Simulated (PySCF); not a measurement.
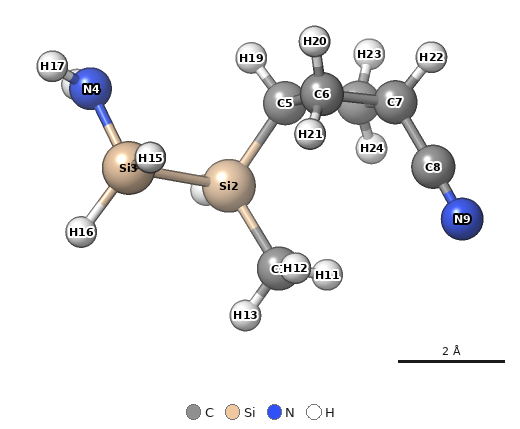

**Figure 1.** The structure as given in the input (ball-and-stick view, seen on its broad side; atoms are numbered from 1 in the order of the input).

# C$_{6}$H$_{14}$N$_{2}$Si$_{2}$: a changed input and its effect

System: C$_{6}$H$_{14}$N$_{2}$Si$_{2}$.
Method of run 1: GIAO PBE0/pcSseg-1 NMR shielding, non-relativistic, IEF-PCM water (PySCF 2.14.0).

The geometry comes from this level: PBE0-D3(BJ)/def2-SVP. Text and figures count atoms from 1; the logs count them from 0 in places.

## Input, run 1
```
{"job": {"kind": "nmr", "xc": "PBE0", "basis": "pcSseg-1", "solvent": "water", "pop": false}, "charge": 0, "multiplicity": 1}
C     -0.508159    -1.920126     0.926598
Si    -1.034322    -0.645309    -0.354521
Si    -2.497875     0.961944     0.522823
N     -2.845978     2.072820    -0.777396
C      0.441232     0.319133    -1.053382
C      1.377511     0.965430    -0.000790
C      2.529393     0.021605    -0.446140
C      2.916910    -0.977842     0.533599
N      3.196577    -1.781457     1.319678
C      1.633320    -0.504136    -1.602101
H      0.214179    -2.638920     0.510022
H     -0.034525    -1.447362     1.800384
H     -1.383474    -2.486502     1.280303
H     -1.707412    -1.341159    -1.504482
H     -1.816418     1.751360     1.599547
H     -3.690331     0.314563     1.177607
H     -3.309632     2.948687    -0.556777
H     -3.230777     1.688849    -1.634575
H      0.034315     1.046169    -1.773357
H      1.604791     2.022936    -0.193349
H      1.084793     0.869145     1.055483
H      3.439124     0.543342    -0.779966
H      1.988977    -0.170743    -2.587088
H      1.514990    -1.597221    -1.634601
```

The first line tells a small driver script what to run in PySCF; the rest is the geometry in Å.

Launched with:
```bash
OMP_NUM_THREADS=1 python <driver script> task.json out
```

Hardware: 1 CPU thread, shared host.

## Output (run 1)
```
coarse grid: 20568 points
cycle   1  E = -924.6979149020  dE =  8.639e-01  |g| = 6.182e-01  |ddm| = 4.473e+00
cycle   2  E = -924.5880678073  dE =  1.098e-01  |g| = 9.474e-01  |ddm| = 1.361e+00
cycle   3  E = -924.7804888690  dE = -1.924e-01  |g| = 1.791e-01  |ddm| = 8.269e-01
cycle   4  E = -924.7868537348  dE = -6.365e-03  |g| = 5.933e-02  |ddm| = 1.534e-01
cycle   5  E = -924.7875957895  dE = -7.421e-04  |g| = 1.261e-02  |ddm| = 5.548e-02
cycle   6  E = -924.7876279728  dE = -3.218e-05  |g| = 4.159e-03  |ddm| = 1.418e-02
cycle   7  E = -924.7876319591  dE = -3.986e-06  |g| = 6.876e-04  |ddm| = 4.461e-03
final grid: 188296 points
cycle   8  E = -924.8429133042  dE = -4.598e-05  |g| = 9.502e-03  |ddm| = 3.812e-02
cycle   9  E = -924.8428983375  dE =  1.497e-05  |g| = 1.248e-02  |ddm| = 1.953e-02
cycle  10  E = -924.8429354501  dE = -3.711e-05  |g| = 1.028e-03  |ddm| = 1.082e-02
cycle  11  E = -924.8429356075  dE = -1.573e-07  |g| = 5.532e-04  |ddm| = 1.145e-03
cycle  12  E = -924.8429356681  dE = -6.062e-08  |g| = 1.510e-04  |ddm| = 4.172e-04
cycle  13  E = -924.8429356728  dE = -4.691e-09  |g| = 4.706e-05  |ddm| = 1.441e-04
cycle  14  E = -924.8429356733  dE = -5.141e-10  |g| = 8.587e-06  |ddm| = 5.487e-05
converged SCF energy = -924.8429356733

GIAO shielding tensors (ppm)
atom      isotropic    diamagn.    paramagn.     s11        s22        s33       span
  0 C      196.554     256.593     -60.039    188.981    194.435    206.247     17.266
  1 Si     388.966     883.228    -494.262    356.474    393.012    417.413     60.940
  2 Si     402.889     880.644    -477.755    349.841    378.445    480.380    130.540
  3 N      270.314     316.378     -46.063    234.027    267.868    309.048     75.021
  4 C      170.228     253.641     -83.413    153.983    169.781    186.919     32.936
  5 C      157.913     248.584     -90.671    143.601    150.452    179.685     36.084
  6 C      164.628     260.177     -95.549    154.350    168.013    171.520     17.170
  7 C       49.796     260.568    -210.772    -72.624    -69.868    291.880    364.504
  8 N      -18.432     342.374    -360.806   -170.873   -159.623    275.202    446.075
  9 C      156.758     250.835     -94.078    141.633    150.506    178.135     36.502
 10 H       30.511      33.050      -2.539     25.842     28.267     37.424     11.582
 11 H       30.831      34.470      -3.639     27.138     28.347     37.009      9.871
 12 H       30.979      30.427       0.552     25.643     28.000     39.292     13.649
 13 H       27.331      31.376      -4.045     24.523     24.967     32.503      7.980
 14 H       26.705      30.850      -4.145     24.081     26.186     29.848      5.767
 15 H       26.508      29.325      -2.817     22.027     25.619     31.878      9.851
 16 H       30.842      27.384       3.457     22.636     25.887     44.001     21.365
 17 H       31.298      30.307       0.991     23.646     27.985     42.264     18.619
 18 H       29.106      34.000      -4.894     24.106     28.855     34.357     10.251
 19 H       28.360      31.588      -3.228     24.538     26.581     33.961      9.422
 20 H       29.196      33.122      -3.926     26.330     28.447     32.812      6.482
 21 H       28.023      28.135      -0.112     22.773     27.063     34.232     11.459
 22 H       28.274      30.369      -2.095     24.635     25.924     34.263      9.629
 23 H       29.108      31.349      -2.241     26.116     27.684     33.526      7.410
```

The input of run 2 differs as follows (lines with − go, lines with + come):
```diff
-"solvent": "water"
-"pop": false
+"solvent": "acetonitrile"
+"pop": true
```

Predict how the results change.

The total energy of run 2 is 0.24 kcal/mol higher: the change of the electrostatic solvation energy at this fixed geometry, without cavity or dispersion terms. The dipole moment goes from 6.02 to 5.99 D. Of all shieldings, the largest change is that of N9, by −0.6 ppm. The number of SCF iterations is the same.

## Output (run 2)
```
coarse grid: 20568 points
cycle   1  E = -924.6973615687  dE =  8.644e-01  |g| = 6.187e-01  |ddm| = 4.473e+00
cycle   2  E = -924.5865153617  dE =  1.108e-01  |g| = 9.501e-01  |ddm| = 1.363e+00
cycle   3  E = -924.7800197720  dE = -1.935e-01  |g| = 1.802e-01  |ddm| = 8.293e-01
cycle   4  E = -924.7864693496  dE = -6.450e-03  |g| = 5.951e-02  |ddm| = 1.543e-01
cycle   5  E = -924.7872158156  dE = -7.465e-04  |g| = 1.265e-02  |ddm| = 5.571e-02
cycle   6  E = -924.7872482299  dE = -3.241e-05  |g| = 4.171e-03  |ddm| = 1.422e-02
cycle   7  E = -924.7872522414  dE = -4.012e-06  |g| = 6.890e-04  |ddm| = 4.471e-03
final grid: 188296 points
cycle   8  E = -924.8425353633  dE = -4.597e-05  |g| = 9.505e-03  |ddm| = 3.812e-02
cycle   9  E = -924.8425203324  dE =  1.503e-05  |g| = 1.249e-02  |ddm| = 1.954e-02
cycle  10  E = -924.8425575173  dE = -3.718e-05  |g| = 1.038e-03  |ddm| = 1.084e-02
cycle  11  E = -924.8425576780  dE = -1.607e-07  |g| = 5.584e-04  |ddm| = 1.152e-03
cycle  12  E = -924.8425577399  dE = -6.185e-08  |g| = 1.509e-04  |ddm| = 4.198e-04
cycle  13  E = -924.8425577445  dE = -4.688e-09  |g| = 4.695e-05  |ddm| = 1.444e-04
cycle  14  E = -924.8425577451  dE = -5.127e-10  |g| = 8.581e-06  |ddm| = 5.474e-05
converged SCF energy = -924.8425577451

GIAO shielding tensors (ppm)
atom      isotropic    diamagn.    paramagn.     s11        s22        s33       span
  0 C      196.535     256.577     -60.042    188.944    194.410    206.251     17.307
  1 Si     388.976     883.227    -494.252    356.446    393.021    417.460     61.014
  2 Si     402.899     880.641    -477.742    349.834    378.473    480.390    130.557
  3 N      270.268     316.343     -46.075    233.958    267.795    309.050     75.092
  4 C      170.234     253.629     -83.394    153.979    169.784    186.940     32.961
  5 C      157.891     248.562     -90.671    143.571    150.451    179.651     36.080
  6 C      164.627     260.165     -95.538    154.393    167.943    171.546     17.154
  7 C       49.956     260.574    -210.618    -72.420    -69.629    291.918    364.338
  8 N      -19.008     342.306    -361.314   -171.715   -160.403    275.094    446.809
  9 C      156.745     250.827     -94.082    141.625    150.508    178.102     36.477
 10 H       30.507      33.038      -2.532     25.836     28.263     37.422     11.587
 11 H       30.829      34.458      -3.629     27.133     28.345     37.009      9.876
 12 H       30.980      30.423       0.557     25.646     28.001     39.292     13.646
 13 H       27.329      31.372      -4.042     24.523     24.964     32.501      7.979
 14 H       26.702      30.841      -4.139     24.078     26.184     29.846      5.767
 15 H       26.504      29.316      -2.812     22.023     25.614     31.875      9.852
 16 H       30.854      27.397       3.457     22.649     25.907     44.004     21.356
 17 H       31.313      30.318       0.996     23.662     28.010     42.268     18.606
 18 H       29.105      33.998      -4.893     24.107     28.855     34.355     10.248
 19 H       28.365      31.595      -3.229     24.546     26.588     33.962      9.416
 20 H       29.199      33.119      -3.920     26.331     28.450     32.815      6.483
 21 H       28.037      28.156      -0.119     22.789     27.080     34.241     11.453
 22 H       28.282      30.382      -2.099     24.646     25.934     34.267      9.621
 23 H       29.112      31.351      -2.239     26.118     27.689     33.529      7.411
```

## The two runs side by side

```csv
quantity,run 1,run 2
outcome,converged,converged
total energy (hartree),−924.842936,−924.842558
HOMO (eV),−7.06,−7.06
LUMO (eV),0.25,0.24
dipole moment (D),6.02,5.99
shielding of C1 (ppm),196.6,196.5
shielding of N4 (ppm),270.3,270.3
shielding of C6 (ppm),157.9,157.9
shielding of C8 (ppm),49.8,50.0
shielding of N9 (ppm),−18.4,−19.0
shielding of H18 (ppm),31.3,31.3
shielding of H22 (ppm),28.0,28.0
SCF iterations,14,14
basis functions,254,254
wall time (shared host),2 min,2.1 min
```
